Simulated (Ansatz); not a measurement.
Partial pair distribution functions of a relaxed model of amorphous Hf18O37Mg, broadened by 0.06 Å; density 8.82 g/cm³. All values below come from PBE, scalar-relativistic without spin-orbit coupling (plane waves to 420 eV, PAW; Ansatz, a first-principles code).

A CHGNet melt-quench gave the starting glass, which DFT then relaxed. O atoms were pushed apart under 1.9 Å during the dynamics, to hinder bonds among them. The hot cell started wider than the set density and was brought back towards it in steps. It is the lowest in DFT energy of 2 quenches. It is a model cell: composition and starting density were chosen by hand, and all elements were melted together. No dispersion term was used. Its density started from a set value of 8.82 and ended at 8.82 g/cm³. The quench (nominally 380 K/ps over its main leg) was far faster than any real one, so the model tends to hold more defects than a real film. Values belong to this one cell and scatter from quench to quench. The volume was held where the preparation left it, at a PBE pressure of -0.3 GPa (tension). Stress components on the final sampling reach 1.4 GPa.

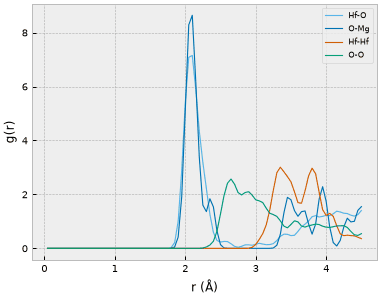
Figure: Partial pair distribution functions

Highest peaks under 4.5 Å: Hf-O near 2.10 Å, O-Mg near 2.10 Å, Hf-Hf near 3.35 Å, O-O near 2.65 Å; pairs of few atoms are noisy.

Within 2.72 Å each Hf has 6.22 O neighbours on average.
